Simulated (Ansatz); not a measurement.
**CH₃FN₂: basis-set convergence**

Aim: see how fast density functionals converge with the basis set for CH₃FN₂.

Computed with Ansatz 0.2.0, Gaussian basis. Level: one geometry, several basis sets.

The runs, in order: PBE0-D4/def2-SVP; ωB97M-V/def2-SVP; PBE0-D4/def2-QZVPP; ωB97M-V/def2-QZVPP; the functionals' def2-TZVPP values are taken from earlier runs.

## (1) Structure used throughout

An earlier PBE0-D4 in a triple-zeta def2 set relaxation fixed the geometry.

SMILES `N=C(N)F`, 7 atoms, charge 0, spin multiplicity 1.

Atoms are counted from 1 here; the program's logs count them from 0.

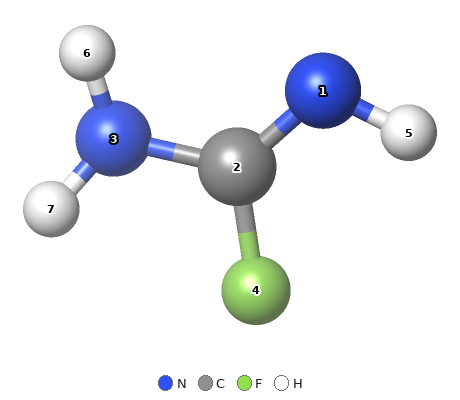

The geometry (nitrogen blue, carbon grey, fluorine green, hydrogen white); atoms are numbered from 1 in the order of the file.

## (2) PBE0-D4 in def2-SVP

in.yaml reads:

```yaml
crystal:
  periodic: [false, false, false]
  atoms:
    - {symbol: N, position_ang: [-0.840085, 1.050137, -0.309596]}
    - {symbol: C, position_ang: [-0.251216, -0.045466, -0.170390]}
    - {symbol: N, position_ang: [0.778132, -0.298518, 0.674704]}
    - {symbol: F, position_ang: [-0.590149, -1.174770, -0.827919]}
    - {symbol: H, position_ang: [-1.621000, 0.976348, -0.950965]}
    - {symbol: H, position_ang: [1.221157, 0.511583, 1.070846]}
    - {symbol: H, position_ang: [1.364459, -1.087216, 0.467720]}
basis:
  gaussian: {orbitals: def2-SVP}
hamiltonian: {xc: pbe0, dispersion: d4}
output: {orbitals: {seedname: orbitals}}
```

Started as:

```bash
$ ansatz run in.yaml --threads 2 --pin off --events-out ev --progress --plain --max-ram 4352MiB
```

Log:

```text
Functional definition: PBE0
  name "PBE0"
  cite "Adamo & Barone, J. Chem. Phys. 110, 6158 (1999) doi:10.1063/1.478522"
  cite "Perdew, Burke & Ernzerhof, Phys. Rev. Lett. 77, 3865 (1996) doi:10.1103/PhysRevLett.77.3865"
  parent pbe
  parameter a = 0.25
  parameter kappa = 0.804
  parameter beta = 0.06672455060314922
  exchange = (1 - a)*pbe_x(kappa = kappa, mu = beta*pi^2/3) + a*exact_x
  correlation = pbe_c(beta = beta)
824 factors; their error is unknown
mean field evaluation 1: about -6764.1383 eV, gradient 5.7e1 eV
mean field evaluation 2: about -6758.7592 eV, gradient 7.5e1 eV
mean field evaluation 4: about -6770.3777 eV, gradient 2.8e0 eV
mean field evaluation 8: about -6770.3964 eV, gradient 6.1e-2 eV
mean field evaluation 16: about -6770.3913 eV, gradient 2.0e-5 eV
mean field -6770.39130519 eV, -248.8072913296 hartree, gradient 2.0e-5 eV, S^2 0.000000; 0 other end points of the search recorded, 0 dependent functions left out
reference -6770.39132140 eV, -248.8072919253 hartree; 16, 16 occupied and 55, 55 virtual orbitals, 824 factors
Total energy: -6770.46457986 eV, -248.8099841243 hartree
```

Run time: 0.75 s. Hardware: 2 threads of Arm Neoverse V1, shared host.

## (3) ωB97M-V in def2-SVP

in.yaml, as its differences from that of step 2:

```diff
@@ -12,3 +12,3 @@
   gaussian: {orbitals: def2-SVP}
-hamiltonian: {xc: pbe0, dispersion: d4}
+hamiltonian: {xc: {name: wB97M-V}}
 output: {orbitals: {seedname: orbitals}}
```

Same command.

Log (excerpt; [...] marks lines left out):

```text
Functional definition: wB97M-V
  name "wB97M-V"
  cite "Mardirossian & Head-Gordon, J. Chem. Phys. 144, 214110 (2016) doi:10.1063/1.4952647"
  cite "Becke, J. Chem. Phys. 107, 8554 (1997) doi:10.1063/1.475007"
  cite "Vydrov & Van Voorhis, J. Chem. Phys. 133, 244103 (2010) doi:10.1063/1.3521275"
  # Of w^i u^j: cxij and so on, Table III.
[...]
  gx(w, u) = 1 - cx + cx01*u + cx10*w
  gss(w, u) = css00 + css04*u^4 + css10*w + css20*w^2 + css43*w^4*u^3
  gos(w, u) = cos00 + cos10*w + (cos20 + cos21*u)*w^2 + (cos60 + cos61*u)*w^6
[...]
      + integral(e_c_pw_mod_opposite_spin*gos(b97_w_opposite, b97_u_opposite)) + vv10(b, c)
824 factors; their error is unknown
172 factors; integrals over basis functions are off by at most 7.0e-6 eV
[...]
mean field -6775.29223868 eV, -248.9873973133 hartree, gradient 7.3e-5 eV, S^2 0.000000; 0 other end points of the search recorded, 0 dependent functions left out
reference -6775.29226580 eV, -248.9873983102 hartree; 16, 16 occupied and 55, 55 virtual orbitals, 824 factors
Total energy: -6775.29226580 eV, -248.9873983102 hartree
```

It took 3.1 s on 2 threads of Arm Neoverse V1, shared host.

## (4) PBE0-D4 in def2-QZVPP

in.yaml, as its differences from that of step 3:

```diff
@@ -11,4 +11,4 @@
 basis:
-  gaussian: {orbitals: def2-SVP}
-hamiltonian: {xc: {name: wB97M-V}}
+  gaussian: {orbitals: "def2-QZVPP.json"}
+hamiltonian: {xc: pbe0, dispersion: d4}
 output: {orbitals: {seedname: orbitals}}
```

Same command.

Log:

```text
Functional definition: PBE0
  name "PBE0"
  cite "Adamo & Barone, J. Chem. Phys. 110, 6158 (1999) doi:10.1063/1.478522"
  cite "Perdew, Burke & Ernzerhof, Phys. Rev. Lett. 77, 3865 (1996) doi:10.1103/PhysRevLett.77.3865"
  parent pbe
  parameter a = 0.25
  parameter kappa = 0.804
  parameter beta = 0.06672455060314922
  exchange = (1 - a)*pbe_x(kappa = kappa, mu = beta*pi^2/3) + a*exact_x
  correlation = pbe_c(beta = beta)
894 factors; their error is unknown
mean field evaluation 1: about -6770.5586 eV, gradient 6.8e1 eV
mean field evaluation 2: about -6762.9772 eV, gradient 8.8e1 eV
mean field evaluation 4: about -6778.7602 eV, gradient 5.0e0 eV
mean field evaluation 8: about -6778.8111 eV, gradient 3.1e-1 eV
mean field -6778.81120641 eV, -249.1167169921 hartree, gradient 5.7e-5 eV, S^2 0.000000; 0 other end points of the search recorded, 0 dependent functions left out
reference -6778.81123179 eV, -249.1167179252 hartree; 16, 16 occupied and 302, 302 virtual orbitals, 894 factors
Total energy: -6778.88449026 eV, -249.1194101241 hartree
```

It took 4.7 s on 2 threads of Arm Neoverse V1, shared host; peak memory 0.75 GiB.

## (5) ωB97M-V in def2-QZVPP

in.yaml, as its differences from that of step 4:

```diff
@@ -12,3 +12,3 @@
   gaussian: {orbitals: "def2-QZVPP.json"}
-hamiltonian: {xc: pbe0, dispersion: d4}
+hamiltonian: {xc: {name: wB97M-V}}
 output: {orbitals: {seedname: orbitals}}
```

Same command.

Log (excerpt; [...] marks lines left out):

```text
Functional definition: wB97M-V
  name "wB97M-V"
  cite "Mardirossian & Head-Gordon, J. Chem. Phys. 144, 214110 (2016) doi:10.1063/1.4952647"
  cite "Becke, J. Chem. Phys. 107, 8554 (1997) doi:10.1063/1.475007"
  cite "Vydrov & Van Voorhis, J. Chem. Phys. 133, 244103 (2010) doi:10.1063/1.3521275"
  # Of w^i u^j: cxij and so on, Table III.
[...]
  gx(w, u) = 1 - cx + cx01*u + cx10*w
  gss(w, u) = css00 + css04*u^4 + css10*w + css20*w^2 + css43*w^4*u^3
  gos(w, u) = cos00 + cos10*w + (cos20 + cos21*u)*w^2 + (cos60 + cos61*u)*w^6
[...]
      + integral(e_c_pw_mod_opposite_spin*gos(b97_w_opposite, b97_u_opposite)) + vv10(b, c)
894 factors; their error is unknown
222 factors; integrals over basis functions are off by at most 1.2e-5 eV
[...]
mean field -6783.93362861 eV, -249.3049625360 hartree, gradient 2.6e-5 eV, S^2 0.000000; 0 other end points of the search recorded, 0 dependent functions left out
reference -6783.93366992 eV, -249.3049640543 hartree; 16, 16 occupied and 302, 302 virtual orbitals, 894 factors
Total energy: -6783.93366992 eV, -249.3049640543 hartree
```

It took 12 s on 2 threads of Arm Neoverse V1, shared host; peak memory 0.91 GiB.

## (6) Functionals by basis

The def2-TZVPP values come from earlier runs at the same geometry.

| functional | basis | functions | energy (eV) | from the largest (eV) | HOMO (eV) | LUMO (eV) |
| --- | --- | --- | --- | --- | --- | --- |
| PBE0-D4 | def2-SVP | 71 | -6770.4646 | 8.420 | -7.26 | 1.53 |
| PBE0-D4 | def2-TZVPP | 166 | -6778.5144 | 0.370 | -7.54 | 0.90 |
| PBE0-D4 | def2-QZVPP | 318 | -6778.8845 | 0.000 | -7.60 | 0.49 |
| ωB97M-V | def2-SVP | 71 | -6775.2923 | 8.641 | -9.54 | 3.37 |
| ωB97M-V | def2-TZVPP | 166 | -6783.5834 | 0.350 | -9.84 | 2.31 |
| ωB97M-V | def2-QZVPP | 318 | -6783.9337 | 0.000 | -9.90 | 1.65 |

## (7) Results

| quantity | value |
| --- | --- |
| PBE0-D4: double and triple zeta above quadruple | 8.42, 0.37 eV |
| ωB97M-V: double and triple zeta above quadruple | 8.64, 0.35 eV |

For PBE0-D4 the step from double to triple zeta gains 8.05 eV and the next only 0.37 eV. These are total energies; as a rule much of such shifts cancels in differences, which this series doesn't test. The LUMO of ωB97M-V is positive and keeps falling with the basis (3.37 to 1.65 eV): an unbound level that the basis holds in place.

For PBE0-D4 the largest set took about 6 times as long as the smallest (4.7 s against 0.75 s).
